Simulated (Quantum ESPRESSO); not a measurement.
# Carrying a functional's shift from two faces of Pt to a third

Method. Quantum ESPRESSO 7.5 (pw.x, pp.x), GBRV ultrasoft files, cold smearing of 0.02 Ry; slabs at the tabulated lattice constant, relaxed under PBE by Ansatz 0.2.0; both functionals on the same atoms. Work functions in eV.

| face | area an atom (Å²) | PBE | PBEsol |
| --- | --- | --- | --- |
| (111) | 6.65 | 5.739 | 5.876 |
| (100) | 7.68 | 5.706 | 5.834 |
| (110) | 10.87 | 5.284 | withheld |

One more run was made and is withheld. What does PBEsol give for (110)?

By hand: The shifts from PBE are 5.876 − 5.739 = +0.137 eV and 5.834 − 5.706 = +0.128 eV, +0.132 eV in the mean. A rigid shift gives 5.284 + (+0.132) = 5.416 eV.

What the calculation gave: 5.399 eV; the estimate misses by +0.017 eV. The shift is rigid within 0.03 eV, so differences between faces carry over. The measured value for this face is 5.53 eV (“Anisotropic work function of elemental crystals” (2019, arxiv:1902.07811)), on a surface that reconstructs.

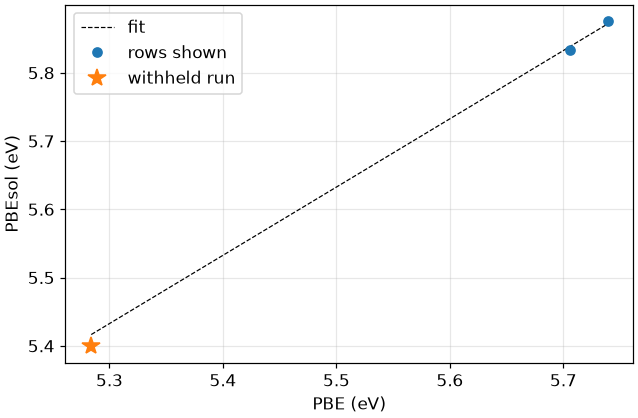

The rows shown, the fit and the withheld run.

Caveats: Thin, unreconstructed slabs; thickness and mesh leave some 0.05 to 0.1 eV open, which largely cancels in the shift.
